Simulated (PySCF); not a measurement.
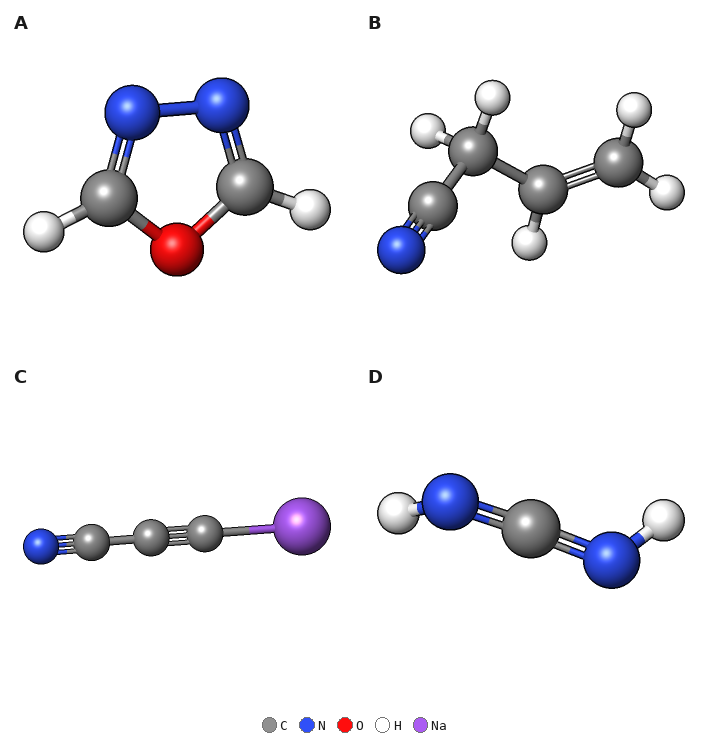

(Drawn from a calculation with PySCF.)

```xyz
5
charge 0, multiplicity 1
N    -1.1275   -0.5056    0.0006
C     0.0386   -0.1585   -0.0169
N     1.2422    0.0108   -0.0755
H    -1.8237    0.0652   -0.4573
H     1.7035    0.5547    0.6400
```

Which picture belongs to the input above?

Answer. D. The file holds CH2N2, `N=C=N`.
